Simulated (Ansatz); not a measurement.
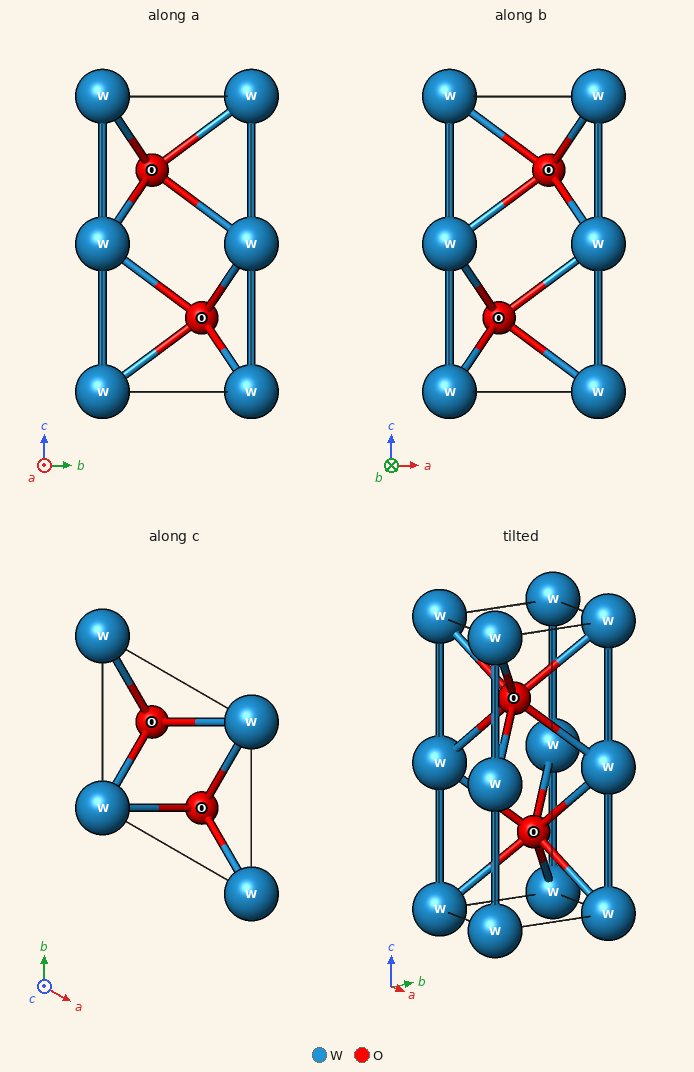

Crystal structure, ball-and-stick style, seen along the a axis, along the b axis, along the c axis and slightly off an axis. One conventional unit cell is framed, with atoms on its boundary repeated.

Lattice parameters: a = 3.4009 Å, b = 3.4009 Å, c = 5.8422 Å, α = 90.000°, β = 90.000°, γ = 120.000°.

Q: Reconstruct the structure as a CIF with its space group and independent sites.

A:
```cif
data_structure
_symmetry_space_group_name_H-M 'P 63/m m c'
_symmetry_Int_Tables_number 194
_cell_length_a 3.4009
_cell_length_b 3.4009
_cell_length_c 5.8422
_cell_angle_alpha 90.000
_cell_angle_beta 90.000
_cell_angle_gamma 120.000
_cell_volume 58.52
loop_
_atom_site_label
_atom_site_type_symbol
_atom_site_symmetry_multiplicity
_atom_site_Wyckoff_symbol
_atom_site_fract_x
_atom_site_fract_y
_atom_site_fract_z
_atom_site_occupancy
W1 W 2 a 0.0000 0.0000 0.0000 1
O1 O 2 c 0.3333 0.6667 0.2500 1
```

The structure comes from a structure type filled with these elements by a generator (whether the compound takes this form wasn't checked). Earlier steps of the study, as a rule a relaxation of our own, may have changed the cell and positions, so they can lie some per cent off the listed ones. It was set up as input for a calculation with Ansatz.
